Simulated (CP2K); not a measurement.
Band structure of IrRh₃ (Pm-3m, 4 atoms in the cell).

```yaml
crystal:
  lattice:
    - [3.81706, 0.00000, 0.00000]
    - [0.00000, 3.81706, 0.00000]
    - [0.00000, 0.00000, 3.81706]
  atoms:
    - { symbol: Ir, position: [0.00000, 0.00000, 0.00000] }
    - { symbol: Rh, position: [0.00000, 0.50000, 0.50000] }
    - { symbol: Rh, position: [0.50000, 0.00000, 0.50000] }
    - { symbol: Rh, position: [0.50000, 0.50000, 0.00000] }
```

Level of theory: CP2K with LDA (Pade form), GPW, DZVP-MOLOPT-SR-GTH basis, GTH-PADE potentials (GTH_POTENTIALS).

Settings: CUTOFF = 500 Ry; REL_CUTOFF = 50 Ry; SMEAR/METHOD = FERMI_DIRAC; ELECTRONIC_TEMPERATURE = 1160.45 K; KPOINTS/SCHEME = MONKHORST-PACK 6 6 6; GAMMA_CENTERED = T; XC_FUNCTIONAL = PADE; Ir/BASIS_SET = DZVP-MOLOPT-SR-GTH-q17; Ir/POTENTIAL = GTH-PADE-q17; Rh/BASIS_SET = DZVP-MOLOPT-SR-GTH-q17; Rh/POTENTIAL = GTH-PADE-q17; METHOD = GPW; EPS_DEFAULT = 1e-10; EXTRAPOLATION = USE_GUESS.

The starting cell comes from a database of computed structures (which also holds hypothetical and non-ambient phases and stackings), without a prior relaxation at this level. Spin-orbit coupling is off. Spin polarisation is off. Values carry the incompleteness of an atom-centred basis.

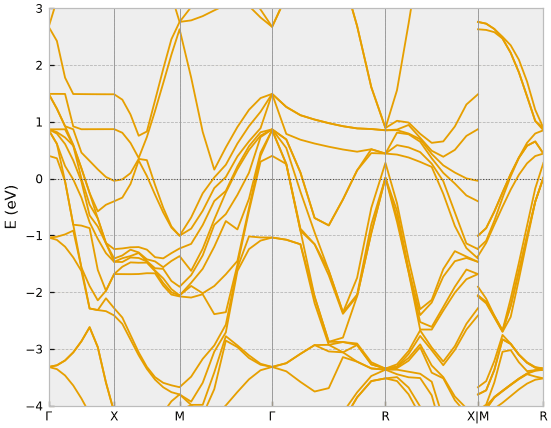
Bands along the path, energies from the Fermi level.

Levels in eV from the Fermi level, bands 31 to 36:
```
point     31     32     33     34     35     36
-----  -----  -----  -----  -----  -----  -----
Γ       0.86   0.87   0.87   0.87   1.49   1.49
X      -1.47  -1.47  -1.41  -1.24  -0.40  -0.04
M      -2.06  -1.90  -1.36  -1.23  -1.00  -1.00
R       0.02   0.28   0.44   0.44   0.44   0.85
```

Bands cross the Fermi level along this path, so the cell is metallic at this level.

Higher empty bands are left out: an atom-centred basis made for the valence describes them poorly.
